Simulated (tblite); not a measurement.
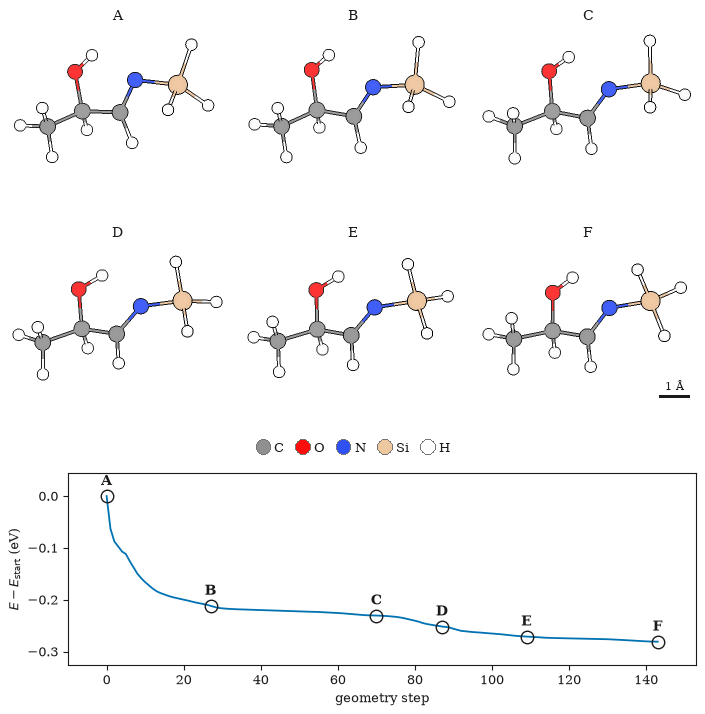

Frames of a relaxation of C₃H₉NOSi, marked on the history of the run. Style: ball-and-stick. Shown at a tilt.

Computed with GFN2-xTB geometry optimisation, gas phase (tblite). 

### What happens along the run?

After 143 geometry steps the energy has fallen by 0.281 eV. The largest move after the best rigid fit is that of an H atom, 1.18 Å. By element the largest moves are H 1.18 Å, N 0.40 Å, O 0.31 Å, C 0.28 Å, Si 0.10 Å. Among the contacts that change: C–N 1.284 → 1.251 Å, H–Si 1.488 → 1.461 Å, C–C 1.528 → 1.503 Å, C–H 1.120 → 1.096 Å. Bond angles that change, for instance: C–N–Si 116.2° → 135.3°, N–Si–H 107.7° → 116.3°, N–Si–H 109.3° → 102.7°. Groups turn about N–Si by about 60°. From step 0 to 27: an H atom moves most (0.32 Å), energy −0.212 eV. From step 27 to 70: an H atom moves most (0.36 Å), energy −0.019 eV. From step 70 to 87: an H atom moves most (0.40 Å), energy −0.021 eV. From step 87 to 109: an H atom moves most (0.24 Å), energy −0.019 eV. From step 109 to 143: an H atom moves most (0.31 Å), energy −0.010 eV.

| step | E − E(0), eV |
| --- | --- |
| 0 | 0.0000 |
| 1 | -0.0630 |
| 2 | -0.0875 |
| 3 | -0.0973 |
| 4 | -0.1069 |
| 5 | -0.1119 |
| 6 | -0.1255 |
| 7 | -0.1379 |
| 8 | -0.1499 |
| 9 | -0.1586 |
| 10 | -0.1661 |
| 17 | -0.1947 |
| 24 | -0.2066 |
| 31 | -0.2172 |
| 38 | -0.2194 |
| 45 | -0.2214 |
| 52 | -0.2229 |
| 59 | -0.2250 |
| 66 | -0.2292 |
| 73 | -0.2316 |
| 80 | -0.2404 |
| 87 | -0.2517 |
| 94 | -0.2616 |
| 101 | -0.2658 |
| 108 | -0.2706 |
| 115 | -0.2736 |
| 122 | -0.2749 |
| 129 | -0.2759 |
| 136 | -0.2785 |
| 143 | -0.2809 |
